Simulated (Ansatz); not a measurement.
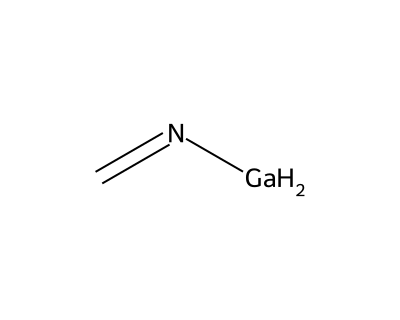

A structural formula.

Question: Give its SMILES.

Answer: C=[N][GaH2]

Question: What is the molecular formula?

Answer: CH4GaN.

Question: An optimisation with PBE0-D4/def2-TZVP gave a structure of which point group?

Answer: Cs.

More results for the same structure follow; atom numbers are the same in all pictures, views and colours differ. The geometry was computed by an optimisation with PBE0-D4/def2-TZVP.

Shape

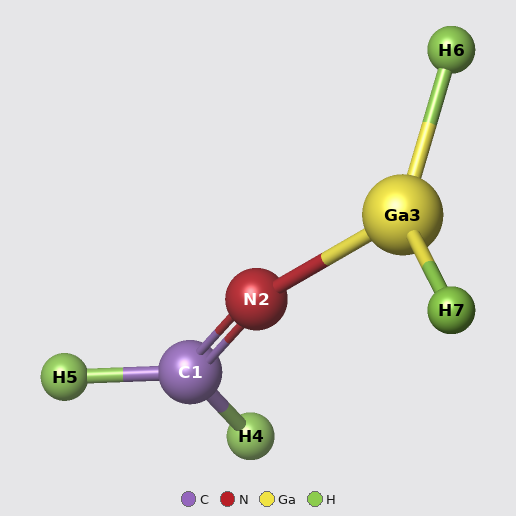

Atoms carry their numbers in the input.

Give the bond lengths.

```json
{"bond": "C1–N2", "length (Å)": "1.242"}
{"bond": "C1–H4", "length (Å)": "1.101"}
{"bond": "C1–H5", "length (Å)": "1.101"}
{"bond": "N2–Ga3", "length (Å)": "1.803"}
{"bond": "Ga3–H6", "length (Å)": "1.556"}
{"bond": "Ga3–H7", "length (Å)": "1.556"}
```

Electronic properties

Level of theory: RKS PBE0-D4/def2-SVP (Ansatz 0.2.0).

Predict the main results.

- HOMO energy (Kohn–Sham orbital): −6.57 eV
- LUMO energy (Kohn–Sham orbital): −0.86 eV
- HOMO–LUMO gap: 5.71 eV
- dispersion correction: −9.1 kJ/mol

Vibrations

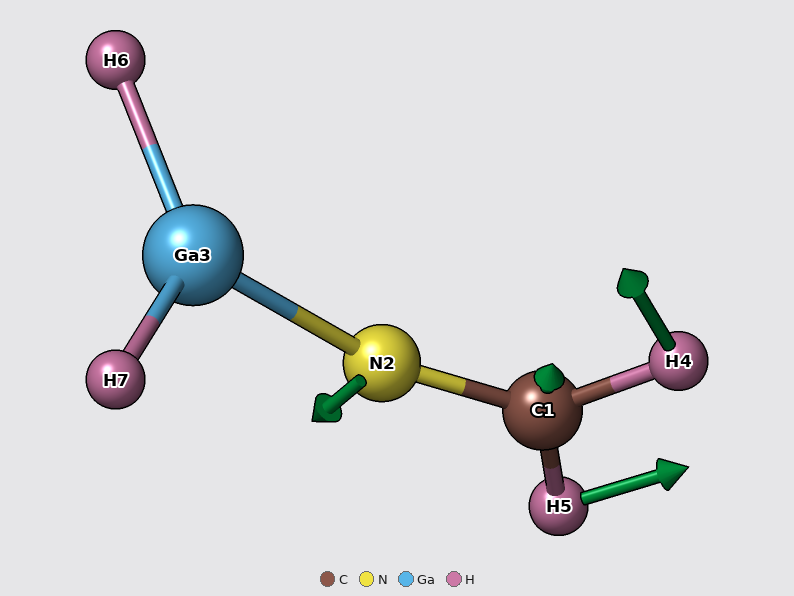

The arrows show one normal mode. Harmonic vibrations computed with RKS PBE0-D4/def2-TZVP (Ansatz 0.2.0) at a stationary point of the same level.

Question: What kind of motion is it?

Answer: Mostly C–N–Ga bending.

Question: At what wavenumber does it lie?

Answer: 73 cm⁻¹; it is mode 1 of 15 counted from the lowest.

Dipole moment

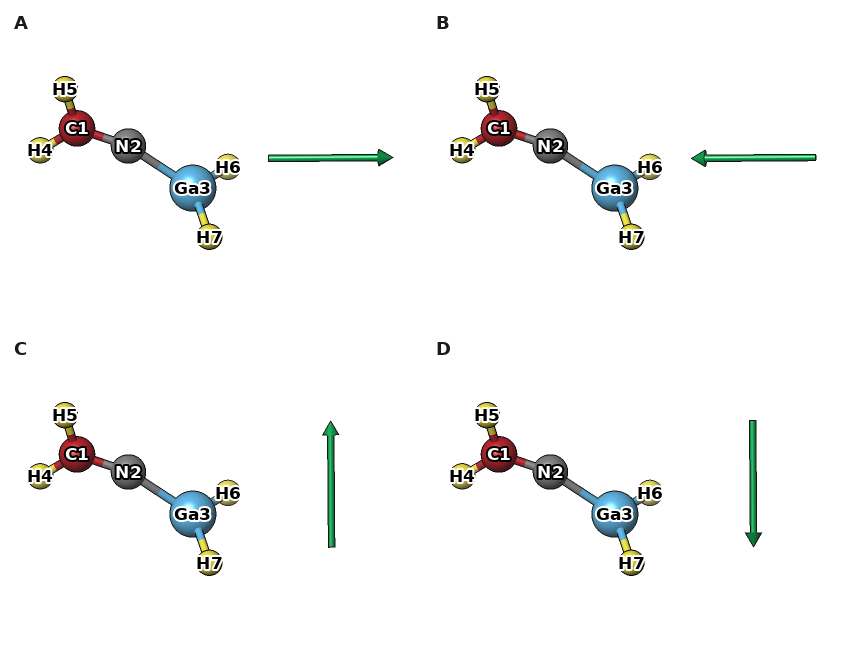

The same molecule four times, each with an arrow. Method: RKS PBE0-D4/def2-TZVP (Ansatz 0.2.0).

Question: Which arrow points along the dipole moment, from the negative to the positive end?

Answer: B. The dipole moment is 1.02 D; it points from the side of H6, H7 to the side of H4 (the outermost atoms at the two ends).
